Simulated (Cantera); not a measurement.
Input: 1 mol c-C₄F₈, 0.02 mol HCl, at 7.50 Torr.

These are equilibrium values from Cantera (NASA tables, ideal gas, pure condensed phases), not measurements of a reactor. Candidate condensed phases: C, C₆H₆, C₇H₈, C₈H₁₈; 135 gas species. Ions and electrons are included (thermal ionisation). The feed counts by its element totals alone. Gases not in the tables: C₂F₆ and larger saturated fluorocarbons. The numbers say what is thermodynamically allowed, not how fast it happens.

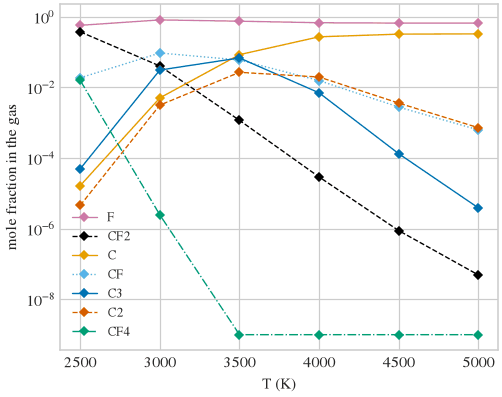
Figure: Equilibrium gas composition (values under 1e-9 drawn at 1e-9)

From 2500 K to 3000 K the condensed part is C(graphite). From 3500 K to 5000 K nothing is condensed. The main C-bearing gas is CF₂ at 2500 K and C at 5000 K.
